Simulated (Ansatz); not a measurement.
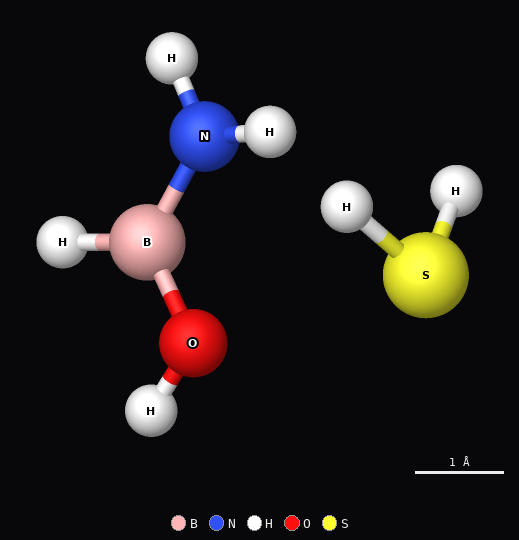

*The starting structure (ball-and-stick view, seen at an oblique angle).*

Bond lengths as drawn: B–H 1.20 Å, B–N 1.41 Å, B–O 1.37 Å, H–N 1.01 Å, H–O 0.96 Å and H–S 1.35 Å.

**Nudged elastic band of BNH₆SO (part 1 of 2)**

The run: nudged elastic band of BNH₆SO. Method and program: RKS PBE0-D4/6-31G* (Ansatz 0.2.0).

It belongs to a series of runs on one base structure; here: band between the two ends.

**Output**
```
Engine: ansatz 0.2.0, aarch64-unknown-linux-gnu
Functional definition: PBE0
  parameter a = 0.25
  parameter kappa = 0.804
  parameter beta = 0.06672455060314922
  exchange = (1 - a)*pbe_x(kappa = kappa, mu = beta*pi^2/3) + a*exact_x
  correlation = pbe_c(beta = beta)
841 factors; integrals over basis functions are off by at most 4.7e-4 eV
mean field evaluation 1: about -15132.9072 eV, gradient 5.8e1 eV
mean field evaluation 2: about -15128.3249 eV, gradient 7.6e1 eV
mean field evaluation 4: about -15139.1725 eV, gradient 2.1e0 eV
mean field evaluation 8: about -15139.1952 eV, gradient 2.0e-2 eV
mean field -15139.19516000 eV, -556.3551604150 hartree, gradient 1.4e-5 eV, S^2 0.000000; 0 other end points of the search recorded, 0 dependent functions left out
the calculation of the forces begins
reference -15139.19518326 eV, -556.3551612696 hartree; 21, 21 occupied and 55, 55 virtual orbitals, 841 factors
841 factors; integrals over basis functions are off by at most 9.1e-4 eV
mean field evaluation 16: about -15133.7204 eV, gradient 5.5e1 eV
mean field -15139.30831256 eV, -556.3593186949 hartree, gradient 4.5e-5 eV, S^2 0.000000; 0 other end points of the search recorded, 0 dependent functions left out
[... from here on the field's lines of each further geometry are left out, up to the last ...]
NEB iter   1: max|band force component| = 3.030e1 eV/Å  barrier→ = 4.9453 eV  barrier← = 5.0870 eV  Δτ_max = 0.2000 Å  (276 SCF iters)
NEB iter   2: max|band force component| = 3.023e0 eV/Å  barrier→ = 2.2931 eV  barrier← = 2.4349 eV  Δτ_max = 0.2000 Å  (264 SCF iters)
NEB iter   3: max|band force component| = 2.156e0 eV/Å  barrier→ = 1.3704 eV  barrier← = 1.5122 eV  Δτ_max = 0.2000 Å  (258 SCF iters)
NEB iter   4: max|band force component| = 1.525e0 eV/Å  barrier→ = 1.0232 eV  barrier← = 1.1650 eV  Δτ_max = 0.1989 Å  (259 SCF iters)
NEB iter   5: max|band force component| = 1.026e0 eV/Å  barrier→ = 1.0412 eV  barrier← = 1.1829 eV  Δτ_max = 0.1962 Å  (252 SCF iters)
NEB iter   6: max|band force component| = 1.077e0 eV/Å  barrier→ = 1.0401 eV  barrier← = 1.1818 eV  Δτ_max = 0.1008 Å  (245 SCF iters)
NEB iter   7: max|band force component| = 2.353e0 eV/Å  barrier→ = 0.9467 eV  barrier← = 1.0885 eV  Δτ_max = 0.0501 Å  (255 SCF iters)
NEB iter   8: max|band force component| = 5.614e-1 eV/Å  barrier→ = 0.9092 eV  barrier← = 1.0509 eV  CI = image 5  Δτ_max = 0.1005 Å  (249 SCF iters)
NEB iter   9: max|band force component| = 5.090e-1 eV/Å  barrier→ = 0.9073 eV  barrier← = 1.0491 eV  CI = image 5  Δτ_max = 0.1866 Å  (255 SCF iters)
NEB iter  10: max|band force component| = 3.074e-1 eV/Å  barrier→ = 0.9311 eV  barrier← = 1.0728 eV  CI = image 5  Δτ_max = 0.1553 Å  (253 SCF iters)
NEB iter  11: max|band force component| = 4.316e-1 eV/Å  barrier→ = 0.9264 eV  barrier← = 1.0681 eV  CI = image 5  Δτ_max = 0.0658 Å  (246 SCF iters)
NEB iter  12: max|band force component| = 2.734e-1 eV/Å  barrier→ = 0.9239 eV  barrier← = 1.0656 eV  CI = image 5  Δτ_max = 0.0776 Å  (250 SCF iters)
NEB iter  13: max|band force component| = 1.530e0 eV/Å  barrier→ = 0.9232 eV  barrier← = 1.0649 eV  CI = image 5  Δτ_max = 0.0389 Å  (239 SCF iters)
NEB iter  14: max|band force component| = 1.985e-1 eV/Å  barrier→ = 0.9230 eV  barrier← = 1.0647 eV  CI = image 5  Δτ_max = 0.0395 Å  (223 SCF iters)
NEB iter  15: max|band force component| = 7.054e-2 eV/Å  barrier→ = 0.9227 eV  barrier← = 1.0645 eV  CI = image 5  Δτ_max = 0.0175 Å  (224 SCF iters)
NEB iter  16: max|band force component| = 3.773e-2 eV/Å  barrier→ = 0.9227 eV  barrier← = 1.0644 eV  CI = image 5  Δτ_max = 0.0125 Å  (205 SCF iters)
the calculation of the forces begins
reference -15139.29007572 eV, -556.3586485034 hartree; 21, 21 occupied and 55, 55 virtual orbitals, 841 factors
841 factors; integrals over basis functions are off by at most 6.6e-4 eV
mean field -15138.24906764 eV, -556.3203921621 hartree, gradient 9.6e-6 eV, S^2 0.000000; 1 other end points of the search recorded, 0 dependent functions left out
the calculation of the forces begins
reference -15138.24908847 eV, -556.3203929276 hartree; 21, 21 occupied and 55, 55 virtual orbitals, 841 factors
NEB iter  17: max|band force component| = 1.784e-2 eV/Å  barrier→ = 0.9227 eV  barrier← = 1.0644 eV  CI = image 5  Δτ_max = 0.0000 Å  (429 SCF iters)
```

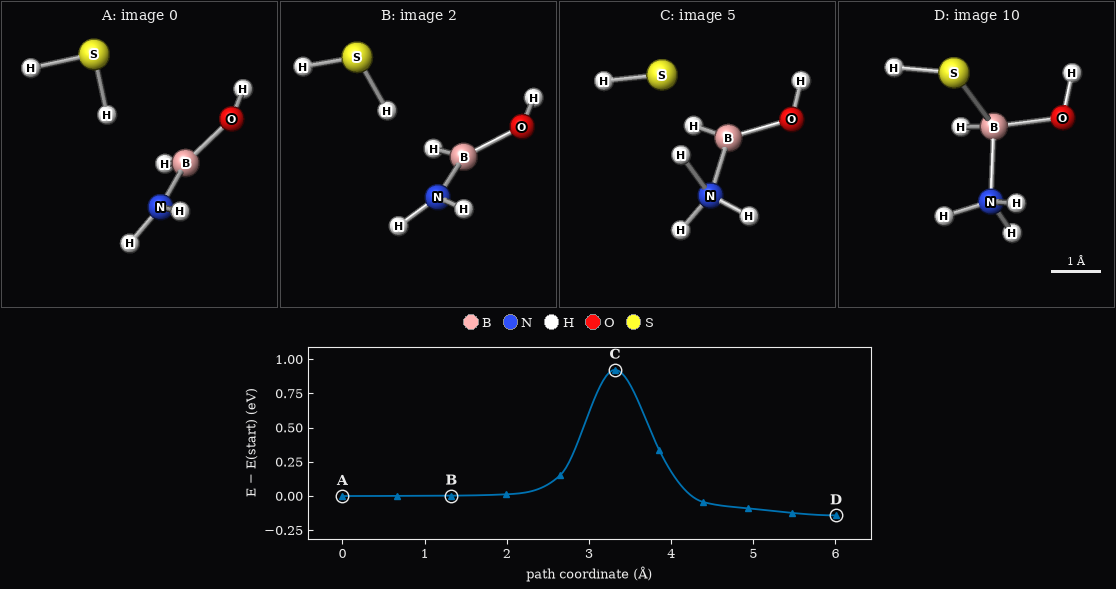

*Images of the last band (counted from 0; ball-and-stick, seen at a tilt) above the energy along the path; the line is a cubic interpolation that uses the forces.*

The highest image is number 5, 0.923 eV above the start and 1.064 eV above the end (the climbing image); the end lies 0.142 eV below the start. The path is 6.01 Å long. The band converged in 17 iterations.

```
Total energy: -15138.39479703 eV, -556.3257476184 hartree
Atom 0 at     0.046310    -0.094955     0.299141 Å, force    -0.003309    -0.002505     0.001477 eV/Å
Atom 1 at    -0.019085     0.077703     1.810724 Å, force     0.002584     0.001507     0.004507 eV/Å
Atom 2 at    -0.809082    -0.341673     2.291138 Å, force    -0.000340     0.000187    -0.002092 eV/Å
Atom 3 at     0.853942    -0.122596     2.293865 Å, force    -0.000232    -0.000138    -0.001009 eV/Å
Atom 4 at     1.305753    -0.334126    -0.152138 Å, force    -0.001383     0.002472    -0.002890 eV/Å
Atom 5 at     1.335719    -0.369167    -1.114973 Å, force     0.002669    -0.000663     0.000694 eV/Å
Atom 6 at    -0.964304    -0.347797    -0.287143 Å, force    -0.000328     0.000807    -0.001228 eV/Å
Atom 7 at    -0.263639     2.487738     0.371154 Å, force     0.001462    -0.002133    -0.000496 eV/Å
Atom 8 at    -1.611380     2.455426     0.336886 Å, force     0.000495    -0.000917     0.000888 eV/Å
Atom 9 at    -0.161935     1.311746     1.592250 Å, force    -0.001618     0.001383     0.000149 eV/Å
Dipole moment:    -0.126643    -0.924549     0.370635 e Å
this run last wrote the band of iteration 17 to [file]
```

**The last band as extended XYZ (Å, eV, eV/Å)**
```
10
Properties=species:S:1:pos:R:3:forces:R:3 image=0 energy=-15139.31747
B     0.1557   -0.6564    0.3796    0.0173   0.0105  -0.0155
N    -0.0478   -0.3794    1.7453   -0.0062   0.0025   0.0236
H    -0.8210   -0.7624    2.2640    0.0037   0.0000   0.0004
H     0.6769    0.0262    2.3209   -0.0039  -0.0026  -0.0102
O     1.3010   -0.1869   -0.2064   -0.0231  -0.0193  -0.0240
H     1.3125   -0.3722   -1.1509    0.0094   0.0085   0.0231
H    -0.6829   -1.2571   -0.2390    0.0035   0.0004   0.0021
S    -0.3173    3.0032    0.3788   -0.0036   0.0030   0.0030
H    -1.4301    3.4984    0.9506    0.0044  -0.0006  -0.0023
H    -0.4348    1.8090    0.9980   -0.0014  -0.0024  -0.0003
10
Properties=species:S:1:pos:R:3:forces:R:3 image=1 energy=-15139.31670
B     0.1769   -0.6551    0.3324   -0.0021  -0.0011   0.0007
N    -0.0328   -0.2700    1.6728    0.0007   0.0004  -0.0006
H    -0.8668   -0.5198    2.1789    0.0004   0.0002   0.0011
H     0.7300    0.0357    2.2608   -0.0006   0.0003   0.0010
O     1.4054   -0.4187   -0.2204    0.0006  -0.0006  -0.0034
H     1.4258   -0.6648   -1.1504    0.0001   0.0007   0.0027
H    -0.7256   -1.1462   -0.2928    0.0010   0.0001  -0.0014
S    -0.3896    3.1521    0.6032   -0.0001   0.0001  -0.0005
H    -1.6493    3.3439    1.0345   -0.0001   0.0005   0.0006
H    -0.3618    1.8652    1.0219    0.0001  -0.0005  -0.0001
10
Properties=species:S:1:pos:R:3:forces:R:3 image=2 energy=-15139.31486
B     0.1683   -0.5812    0.3247    0.0031  -0.0020  -0.0010
N     0.0149   -0.2647    1.6907    0.0027   0.0034  -0.0042
H    -0.8479   -0.4197    2.1864   -0.0015  -0.0007  -0.0044
H     0.8137   -0.1206    2.2926    0.0004   0.0013  -0.0018
O     1.4222   -0.5185   -0.2170   -0.0037   0.0011   0.0034
H     1.4041   -0.6873   -1.1640    0.0024  -0.0050   0.0001
H    -0.7999   -0.8662   -0.3303   -0.0009  -0.0025   0.0034
S    -0.4360    3.2053    0.8027   -0.0010   0.0055   0.0036
H    -1.7685    3.0612    0.6861   -0.0017   0.0033   0.0018
H    -0.2586    1.9140    1.1690    0.0001  -0.0044  -0.0008
10
Properties=species:S:1:pos:R:3:forces:R:3 image=3 energy=-15139.30506
B     0.1309   -0.4752    0.3666    0.0019  -0.0096  -0.0072
N     0.0335   -0.3165    1.7640    0.0015  -0.0025   0.0071
H    -0.8274   -0.4564    2.2673    0.0007  -0.0039  -0.0026
H     0.8540   -0.2796    2.3521    0.0005  -0.0034   0.0002
O     1.3723   -0.4352   -0.2042    0.0059  -0.0053   0.0014
H     1.3189   -0.4691   -1.1642   -0.0006  -0.0093  -0.0038
H    -0.8725   -0.6083   -0.2845    0.0030  -0.0113   0.0003
S    -0.4330    3.1091    0.7168   -0.0088   0.0222   0.0103
H    -1.6803    2.7545    0.3585   -0.0037   0.0132  -0.0012
H    -0.1840    1.8990    1.2683   -0.0003   0.0099  -0.0046
10
Properties=species:S:1:pos:R:3:forces:R:3 image=4 energy=-15139.16349
B     0.0845   -0.3283    0.3754    0.0366  -0.2315   0.0831
N     0.0045   -0.1997    1.7881    0.0276  -0.2612  -0.0203
H    -0.8393   -0.3834    2.3054   -0.0240  -0.0280   0.0231
H     0.8460   -0.2128    2.3470   -0.0008  -0.0717   0.0547
O     1.3328   -0.3531   -0.1726    0.0267  -0.0242  -0.0165
H     1.3054   -0.3312   -1.1340   -0.0352   0.0223  -0.0154
H    -0.9242   -0.3973   -0.2759    0.0378  -0.0598   0.0211
S    -0.3089    2.7465    0.5058   -0.0495   0.2474   0.1142
H    -1.6208    2.4979    0.3391   -0.0143   0.0346  -0.0113
H    -0.1677    1.6838    1.3627   -0.0049   0.3721  -0.2327
10
Properties=species:S:1:pos:R:3:forces:R:3 image=5 energy=-15138.39478
B     0.0463   -0.0950    0.2991   -0.0033  -0.0025   0.0015
N    -0.0191    0.0777    1.8107    0.0026   0.0015   0.0045
H    -0.8091   -0.3417    2.2911   -0.0003   0.0002  -0.0021
H     0.8539   -0.1226    2.2939   -0.0002  -0.0001  -0.0010
O     1.3058   -0.3341   -0.1521   -0.0014   0.0025  -0.0029
H     1.3357   -0.3692   -1.1150    0.0027  -0.0007   0.0007
H    -0.9643   -0.3478   -0.2871   -0.0003   0.0008  -0.0012
S    -0.2636    2.4877    0.3712    0.0015  -0.0021  -0.0005
H    -1.6114    2.4554    0.3369    0.0005  -0.0009   0.0009
H    -0.1619    1.3117    1.5922   -0.0016   0.0014   0.0001
10
Properties=species:S:1:pos:R:3:forces:R:3 image=6 energy=-15138.98026
B     0.0079    0.1755    0.2205   -0.1102   0.6394  -0.1770
N    -0.0534    0.1192    1.8342   -0.0348   0.1462   0.0755
H    -0.8377   -0.3776    2.2505    0.0120  -0.0310  -0.0303
H     0.8248   -0.1778    2.2604    0.0078  -0.0646  -0.0977
O     1.2931   -0.2562   -0.1334   -0.0602   0.1674   0.0131
H     1.3692   -0.3387   -1.0903   -0.0023   0.0131   0.0338
H    -0.9692   -0.3118   -0.2930   -0.0530   0.0379   0.0596
S    -0.2088    2.3193    0.1873    0.1006  -0.4314  -0.5176
H    -1.5542    2.4118    0.2938    0.1008  -0.1373  -0.1113
H    -0.1594    1.1584    1.9109    0.0393  -0.3397   0.7519
```
